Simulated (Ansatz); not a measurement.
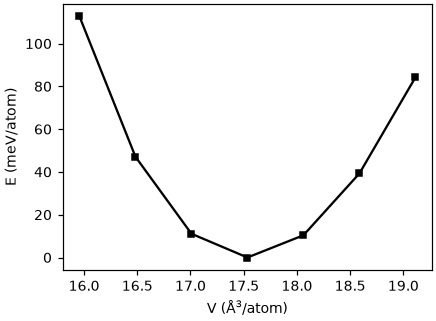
Figure: ZrOs (CsCl type, Pm-3m) under volume change, DFT-r²SCAN in the program Ansatz with PAW potentials, scaled uniformly.

What does a third-order Birch–Murnaghan fit give for V₀, B₀ and B′?

V₀ = 17.53 Å³/atom, B₀ = 218 GPa, B′ = 4.1.

The workflow started from an entry of the Crystallography Open Database (COD). Its standing as an ambient phase is unchecked. The cell was relaxed with r²SCAN under the symmetry of its start; its stability against distortions is not shown here. No spin polarisation was allowed. Scalar-relativistic: spin–orbit coupling is off unless named, which matters more the heavier the elements.

Potentials: the later of the program's two PAW sets.
